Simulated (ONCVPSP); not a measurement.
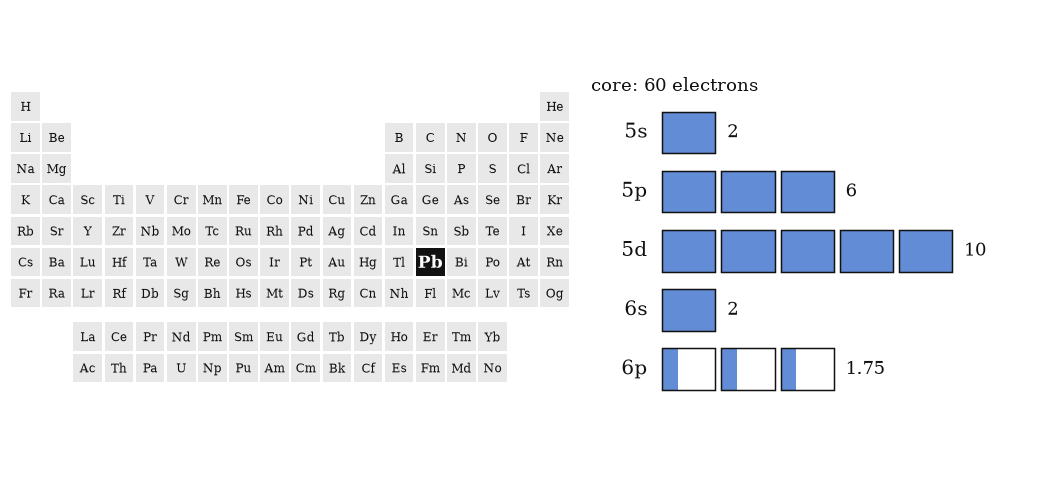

*Left, the place of lead in the periodic table; right, the valence shells of the reference configuration: a box for each of the 2l + 1 orbitals, shaded by the share of the shell that is filled, with the electron count at the right.*

Pseudopotential generation, with input and output: Pb

System: lead (Pb, Z = 82), core [Kr] 4d10 4f14, reference valence 5s2 5p6 5d10 6s2 6p1.75 (an ion of charge +0.25), valence charge 22.
Method: ONCV potential, LDA (Perdew-Zunger), scalar-relativistic, made with ONCVPSP 4.0.1.

### The input
```
# ATOM AND REFERENCE CONFIGURATION
# atsym  z   nc   nv     iexc    psfile
  Pb 82.00   10    5        3      upf
#
#   n    l    f
    1    0    2.00
    2    0    2.00
    2    1    6.00
    3    0    2.00
    3    1    6.00
    3    2   10.00
    4    0    2.00
    4    1    6.00
    4    2   10.00
    4    3   14.00
    5    0    2.00
    5    1    6.00
    5    2   10.00
    6    0    2.00
    6    1    1.75
#
# PSEUDOPOTENTIAL AND OPTIMIZATION
# lmax
    2
#
#   l,   rc,      ep,       ncon, nbas, qcut
    0    1.48    0.00    4    8    8.80
    1    2.00    0.00    3    7    7.50
    2    1.48    0.00    4    8    7.90
#
# LOCAL POTENTIAL
# lloc, lpopt,  rc(5),   dvloc0
    4    5    1.48    0.00
#
# VANDERBILT-KLEINMAN-BYLANDER PROJECTORs
# l, nproj, debl
    0    2    2.40
    1    2    2.20
    2    2    0.30
#
# MODEL CORE CHARGE
# icmod, fcfact, rcfact
    0    0.00    0.00
#
# LOG DERIVATIVE ANALYSIS
# epsh1, epsh2, depsh
   -7.00    5.00    0.04
#
# OUTPUT GRID
# rlmax, drl
    6.00    0.01
#
# TEST CONFIGURATIONS
# ncnf
    4
# nvcnf
#   n    l    f
    5
    5    0    2.00
    5    1    6.00
    5    2   10.00
    6    0    2.00
    6    1    2.00
#
    5
    5    0    2.00
    5    1    6.00
    5    2   10.00
    6    0    2.00
    6    1    1.00
#
    5
    5    0    2.00
    5    1    6.00
    5    2   10.00
    6    0    2.00
    6    1    0.00
#
    5
    5    0    2.00
    5    1    6.00
    5    2   10.00
    6    0    1.00
    6    1    0.00
#
```

Hardware: 1 CPU thread, shared host.

Command:
```bash
oncvpsp.x < Pb.dat > Pb.out
```

### Log (extracts)
```
ONCVPSP  (Optimized Norm-Conservinng Vanderbilt PSeudopotential)
scalar-relativistic version 4.0.1

#   n    l    f        energy (Ha)
    1    0    2.00    -3.2365543E+03
    2    0    2.00    -5.7899409E+02
    2    1    6.00    -4.9676597E+02
    3    0    2.00    -1.3902532E+02
    3    1    6.00    -1.1545567E+02
    3    2   10.00    -9.1397395E+01
    4    0    2.00    -3.1498394E+01
    4    1    6.00    -2.3773608E+01
    4    2   10.00    -1.4836938E+01
    4    3   14.00    -4.9627933E+00
    5    0    2.00    -5.3730446E+00
    5    1    6.00    -3.2244838E+00
    5    2   10.00    -8.4770741E-01
    6    0    2.00    -5.1503084E-01
    6    1    1.75    -1.9138805E-01

Reference configufation results
  iterations    22
  all-electron total energy (Ha)   -2.08706610D+04

Begin loop to  construct optimized pseudo wave functions
and semi-local pseudopoentials for all angular momenta

Calculating optimized projector #   1

 for l=   0

    Fraction of norm inside rc  0.975997
    Optimizing pswf for qcut=   8.79 a_B^-1,  ecut=  38.65 Ha
    Residual kinetic energy error=  2.38D-06 Ha

    Energy error per electron        Cutoff
         Ha          eV             Ha
         0.01000     0.27211       21.93
         0.00100     0.02721       28.16
         0.00010     0.00272       32.63
         0.00001     0.00027       36.14

Calculating optimized projector #   2

 for l=   0

    Fraction of norm inside rc  0.120723
    Optimizing pswf for qcut=   8.79 a_B^-1,  ecut=  38.65 Ha
    Residual kinetic energy error=  7.85D-06 Ha

    Energy error per electron        Cutoff
         Ha          eV             Ha
         0.01000     0.27211       20.62
         0.00100     0.02721       28.28
         0.00010     0.00272       33.52
         0.00001     0.00027       38.63

Calculating optimized projector #   1

 for l=   1

    Fraction of norm inside rc  0.992847
    Optimizing pswf for qcut=   7.50 a_B^-1,  ecut=  28.13 Ha
    Residual kinetic energy error=  5.81D-08 Ha

    Energy error per electron        Cutoff
         Ha          eV             Ha
         0.01000     0.27211       14.68
         0.00100     0.02721       18.31
         0.00010     0.00272       21.34
         0.00001     0.00027       23.75

Calculating optimized projector #   2

 for l=   1

    Fraction of norm inside rc  0.133948
    Optimizing pswf for qcut=   7.50 a_B^-1,  ecut=  28.13 Ha
    Residual kinetic energy error=  9.95D-09 Ha

    Energy error per electron        Cutoff
         Ha          eV             Ha
         0.01000     0.27211       11.38
         0.00100     0.02721       15.59
         0.00010     0.00272       19.09
         0.00001     0.00027       22.01

WARNING wellstate: negative energy specified for n= 6 l=  2
WARNING scattering state with energy  0.25000000
WARNING will be used for the first projector

   Wellstate for l =  2  n =  6
     eigenvalue =   0.2500
     asymptotic potential =   0.7500
     half-point radius =  5.4216

Calculating optimized projector #   1

 for l=   2

    Fraction of norm inside rc  0.692767
    Optimizing pswf for qcut=   7.89 a_B^-1,  ecut=  31.10 Ha
    Residual kinetic energy error=  2.60D-05 Ha

    Energy error per electron        Cutoff
         Ha          eV             Ha
         0.01000     0.27211       20.02
         0.00100     0.02721       24.85
         0.00010     0.00272       29.04
         0.00001     0.00027       38.40

Calculating optimized projector #   2

 for l=   2

    Fraction of norm inside rc  0.050985
    Optimizing pswf for qcut=   7.89 a_B^-1,  ecut=  31.10 Ha
    Residual kinetic energy error=  4.27D-06 Ha

    Energy error per electron        Cutoff
         Ha          eV             Ha
         0.01000     0.27211       15.11
         0.00100     0.02721       21.21
         0.00010     0.00272       25.76
         0.00001     0.00027       29.84

Construct Vanderbilt / Kleinmman-Bylander projectors

B matrix Hermiticity error, ll=   0
   1   2    1.2083E-03

  Orthonormal projector coefficients  8.5842E+00 -2.8027E-01

B matrix Hermiticity error, ll=   1
   1   2    4.3651E-04

  Orthonormal projector coefficients  2.6716E+00 -1.6302E-01

B matrix Hermiticity error, ll=   2
   1   2    1.2263E-04

  Orthonormal projector coefficients  1.2921E+00 -3.2868E-01

Pseudoatom total energy -194.512603

Diagnostic tests using Vanderbilt-Kleinman-Bylander pseudopotentials
  1 or more projectors used as specified by nproj input data

   l    rcore       rmatch      e in        delta e   norm test  slope test

   0   1.4817338   1.5267224  -5.3730446   0.0000000   1.0004901   1.0004590
   0   1.4817338   1.5267224  -0.5150308   0.0000063   1.0000404   1.0000346

   1   2.0103293   2.0713672  -3.2244838  -0.0000008   1.0003255   1.0003027
   1   2.0103293   2.0713672  -0.1913880   0.0000021   1.0000238   1.0000146

   2   1.4817338   1.5267224  -0.8477074   0.0000012   1.0001659   1.0001955
   2   1.4817338   1.5267224   0.2500000   0.0000123   1.0003545   1.0003545

 Testing for bound ghosts
   n   l    E NL Schr. Eq   E Basis Diag.   E Cutoff

   1   0       -5.373045       -5.373044    120.91
   2   0       -0.515025       -0.488762    120.91

   2   1       -3.224485       -3.224484     56.01
   3   1       -0.191386       -0.171847     56.01

   3   2       -0.847706       -0.846962    157.03

 Testing for highly-localized positive-energy ghosts
       l    <radius>/rc     E Basis Diag.   E Cutoff

Test configuration 0

   n   l     f        eae           eps        diff
   1   0  2.0000-3236.55434267
   2   0  2.0000 -578.99408631
   2   1  6.0000 -496.76597170
   3   0  2.0000 -139.02531699
   3   1  6.0000 -115.45567274
   3   2 10.0000  -91.39739492
   4   0  2.0000  -31.49839389
   4   1  6.0000  -23.77360792
   4   2 10.0000  -14.83693792
   4   3 14.0000   -4.96279333
   5   0  2.0000   -5.37304458   -5.37304458    0.00D+00
   5   1  6.0000   -3.22448383   -3.22448466   -8.37D-07
   5   2 10.0000   -0.84770741   -0.84770626    1.16D-06
   6   0  2.0000   -0.51503084   -0.51502454    6.30D-06
   6   1  1.7500   -0.19138805   -0.19138592    2.13D-06

    Total energies and differences
      AE_ref= -2.08706610D+04  AE_tst= -2.08706610D+04  dif=  0.00D+00
      PS_ref= -1.94512603D+02  PS_tst= -1.94512603D+02  dif= -1.48D-12
      PSP excitation error=  1.48D-12

Test configuration 1

   n   l     f        eae           eps        diff
   1   0  2.0000-3236.48853917
   2   0  2.0000 -578.92844164
   2   1  6.0000 -496.70031220
   3   0  2.0000 -138.95969404
   3   1  6.0000 -115.39004793
   3   2 10.0000  -91.33177951
   4   0  2.0000  -31.43277750
   4   1  6.0000  -23.70799191
   4   2 10.0000  -14.77132565
   4   3 14.0000   -4.89718319
   5   0  2.0000   -5.30744169   -5.30738603    5.57D-05
   5   1  6.0000   -3.15885892   -3.15882914    2.98D-05
   5   2 10.0000   -0.78228232   -0.78227731    5.01D-06
   6   0  2.0000   -0.45289292   -0.45288558    7.34D-06
   6   1  2.0000   -0.13634936   -0.13634753    1.83D-06

    Total energies and differences
      AE_ref= -2.08706610D+04  AE_tst= -2.08707018D+04  dif= -4.09D-02
      PS_ref= -1.94512603D+02  PS_tst= -1.94553502D+02  dif= -4.09D-02
      PSP excitation error=  1.78D-05

Test configuration 2

   n   l     f        eae           eps        diff
   1   0  2.0000-3236.77572229
   2   0  2.0000 -579.21464547
   2   1  6.0000 -496.98660323
   3   0  2.0000 -139.24573262
   3   1  6.0000 -115.67609672
   3   2 10.0000  -91.61777698
   4   0  2.0000  -31.71873795
   4   1  6.0000  -23.99394411
   4   2 10.0000  -15.05724932
   4   3 14.0000   -5.18308306
   5   0  2.0000   -5.59313997   -5.59344475   -3.05D-04
   5   1  6.0000   -3.44459510   -3.44476139   -1.66D-04
   5   2 10.0000   -1.06665071   -1.06666850   -1.78D-05
   6   0  2.0000   -0.71999536   -0.71999937   -4.01D-06
   6   1  1.0000   -0.37312840   -0.37312874   -3.42D-07

    Total energies and differences
      AE_ref= -2.08706610D+04  AE_tst= -2.08704507D+04  dif=  2.10D-01
      PS_ref= -1.94512603D+02  PS_tst= -1.94302298D+02  dif=  2.10D-01
      PSP excitation error= -9.42D-05

Test configuration 3

   n   l     f        eae           eps        diff
   1   0  2.0000-3237.11499274
   2   0  2.0000 -579.55193685
   2   1  6.0000 -497.32406204
   3   0  2.0000 -139.58260325
   3   1  6.0000 -116.01298497
   3   2 10.0000  -91.95457894
   4   0  2.0000  -32.05535157
   4   1  6.0000  -24.33052618
   4   2 10.0000  -15.39376024
   4   3 14.0000   -5.51951890
   5   0  2.0000   -5.92877314   -5.92986389   -1.09D-03
   5   1  6.0000   -3.78005299   -3.78064927   -5.96D-04
   5   2 10.0000   -1.39899472   -1.39907048   -7.58D-05
   6   0  2.0000   -1.02446505   -1.02451493   -4.99D-05

    Total energies and differences
      AE_ref= -2.08706610D+04  AE_tst= -2.08699450D+04  dif=  7.16D-01
      PS_ref= -1.94512603D+02  PS_tst= -1.93796293D+02  dif=  7.16D-01
      PSP excitation error= -3.46D-04

Test configuration 4

   n   l     f        eae           eps        diff
   1   0  2.0000-3237.56067847
   2   0  2.0000 -579.99345287
   2   1  6.0000 -497.76569684
   3   0  2.0000 -140.02393807
   3   1  6.0000 -116.45431791
   3   2 10.0000  -92.39569574
   4   0  2.0000  -32.49634874
   4   1  6.0000  -24.77142011
   4   2 10.0000  -15.83445829
   4   3 14.0000   -5.96003053
   5   0  2.0000   -6.36682956   -6.36965702   -2.83D-03
   5   1  6.0000   -4.21687816   -4.21825804   -1.38D-03
   5   2 10.0000   -1.82590642   -1.82597497   -6.86D-05
   6   0  1.0000   -1.39584839   -1.39608580   -2.37D-04

    Total energies and differences
      AE_ref= -2.08706610D+04  AE_tst= -2.08687368D+04  dif=  1.92D+00
      PS_ref= -1.94512603D+02  PS_tst= -1.92587487D+02  dif=  1.93D+00
      PSP excitation error= -9.17D-04
```

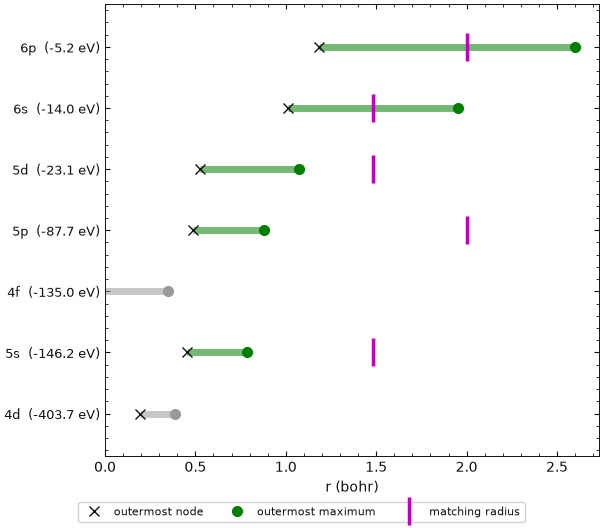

*Outer shells of the all-electron reference atom: each bar runs from the outermost node (or the nucleus) to the outermost maximum of u(r); the tick is the radius chosen for the pseudo-wave. Shells without a tick have no pseudo-wave of their own. Levels, nodes and maxima are from ld1.x, scalar-relativistic.*

- Radii against the shells: 5s: 1.48 bohr, outside the maximum; 5p: 2.00 bohr, outside the maximum; 5d: 1.48 bohr, outside the maximum; 6s: 1.48 bohr, between node and maximum; 6p: 2.00 bohr, between node and maximum.

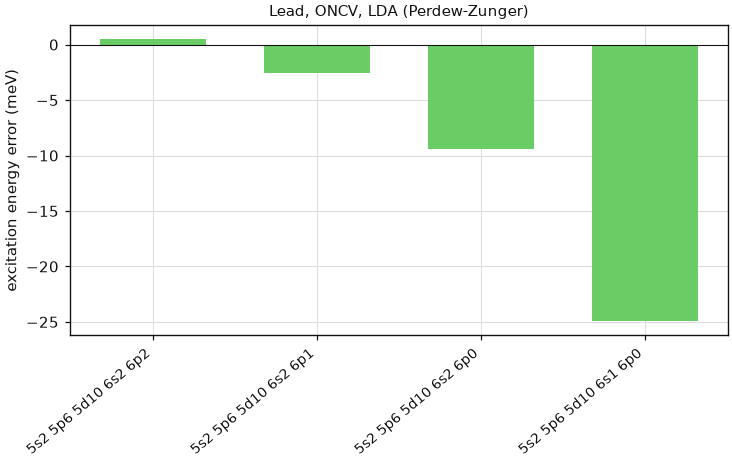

*Errors, all-electron minus pseudo, of the energies of valence configurations relative to the unpolarised reference 5s2 5p6 5d10 6s2 6p1.75.*

- Worst configuration: 5s2 5p6 5d10 6s1 6p0 (charge +3): the error is -25 meV on an all-electron energy of +52.36 eV relative to the reference, or 0.048 %.
- Errors in meV: 5s2 5p6 5d10 6s2 6p2: +0.5; 5s2 5p6 5d10 6s2 6p1: -2.6; 5s2 5p6 5d10 6s2 6p0: -9.4; 5s2 5p6 5d10 6s1 6p0: -25.
- Configurations within 10 meV and within 50 meV: 3 and 4 of 4.

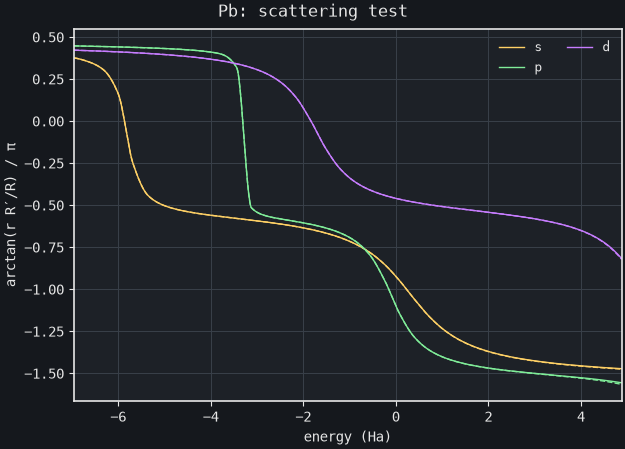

*Unwrapped phase arctan(r R′/R) in units of π against energy, all-electron (solid) and pseudo (dashed); the pseudo phase is matched to the all-electron one at the reference energy. Here R(r) is the radial function. A near-vertical step is a level narrower than the spacing of the points behind the curves. Not drawn: f: not judged.*

- Range over which the phases agree within 0.05 rad: s: over the whole range drawn; p: over the whole range drawn; d: over the whole range drawn.
- Ghost states: the plot shows none: the two phases stay within 0.04 rad of each other in all channels drawn. The separate test gives: no bound ghost flagged; no localised positive-energy state flagged.

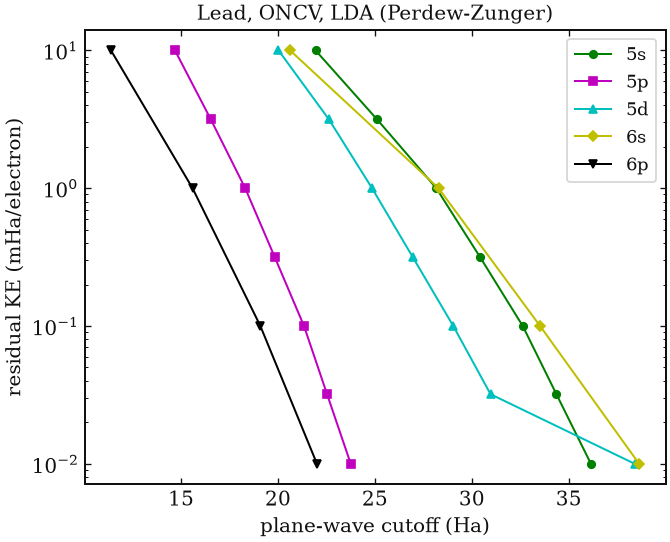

*Residual kinetic energy of the pseudo-waves (the first of each channel, and further valence shells) beyond the plane-wave cutoff, as the generator prints it.*

- Cutoffs for 1 mHa per electron: 6s: 28 Ha; 5s: 28 Ha; 5d: 25 Ha; 5p: 18 Ha; 6p: 16 Ha.
- Cutoffs for the occupied states: 28 Ha for 1 mHa and 34 Ha for 0.1 mHa per electron. The first is set by 6s.

### Key numbers

- outcome: generated
- cutoffs needed: 28 Ha and 34 Ha (the cutoffs at which the residual kinetic energy of the hardest occupied pseudo-wave falls to 1 and 0.1 mHa per electron)
- ghost test: no bound ghost flagged; no localised positive-energy state flagged
- largest excitation error: -25 meV (all-electron minus pseudo) for 5s2 5p6 5d10 6s1 6p0, out of 4 test configurations
- range over which the phases arctan(r R′/R) at the test radius agree within 0.05 rad (a looser test near the poles than one of phase shifts): s: over the whole range computed; p: over the whole range computed; d: over the whole range computed; f: not judged, local potential alone
- wall time: 3.1 s

### Notes

Warnings of the program, in the generation or the tests: wellstate: negative energy specified for n= 6 l= 2.
